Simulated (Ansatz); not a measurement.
Input file:

```
crystal:
  periodic: [false, false, false]
  atoms:
    - { symbol: "N", position_ang: [-1.8806, -0.6219, 0.3287] }
    - { symbol: Si, position_ang: [-0.7516, 0.4255, -0.336] }
    - { symbol: O, position_ang: [-1.0448, 0.6314, -1.9562] }
    - { symbol: C, position_ang: [0.7802, -0.5813, -0.2046] }
    - { symbol: Si, position_ang: [1.8016, 0.4867, 0.609] }
    - { symbol: O, position_ang: [1.5262, 0.6992, 2.2531] }
    - { symbol: H, position_ang: [-2.8159, -0.2166, 0.0516] }
    - { symbol: H, position_ang: [-1.8285, -1.468, -0.1447] }
    - { symbol: H, position_ang: [-0.3239, 1.1282, -2.3919] }
    - { symbol: H, position_ang: [1.0737, -0.9357, -1.1478] }
    - { symbol: H, position_ang: [0.5416, -1.535, 0.3498] }
    - { symbol: H, position_ang: [2.1836, 1.7825, -0.0056] }
    - { symbol: H, position_ang: [0.7588, 0.1703, 2.6096] }
basis:
  gaussian: { orbitals: def2-SVP }
hamiltonian:
  xc: blyp
  dispersion: d4
relax:
  f_tol: 0.015
  max_steps: 40
output:
  orbitals: {}
```

Launched as:

```sh
ansatz run input.yaml --threads 2 --pin off --max-ram 3072MiB --backend cpu --events-out ev --progress --plain --runs-dir out
```

The fields are those of the run's last geometry, not of the input's.

Computed with RKS BLYP-D4/def2-SVP in Ansatz.

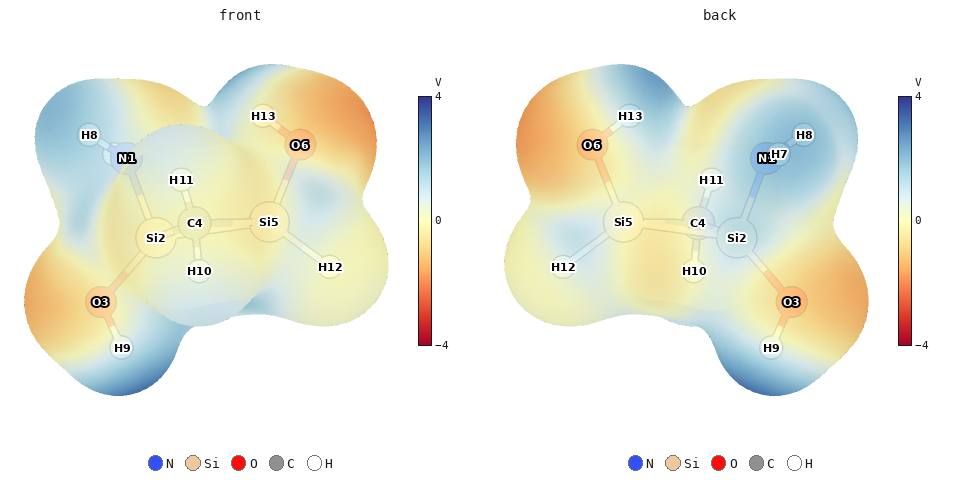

CH7NO2Si2. The molecular electrostatic potential painted on the density surface at 0.004 e/bohr³, seen from the front and from behind; red is negative and blue positive.

> Which sites attract a positive test charge, and which a negative one?

A positive charge is drawn to the negative regions and a negative charge to the positive ones. The most negative region (about −1.8 V) lies over O6, the most positive (about +3.0 V) over H9. O6 is the likeliest acceptor of a hydrogen bond.
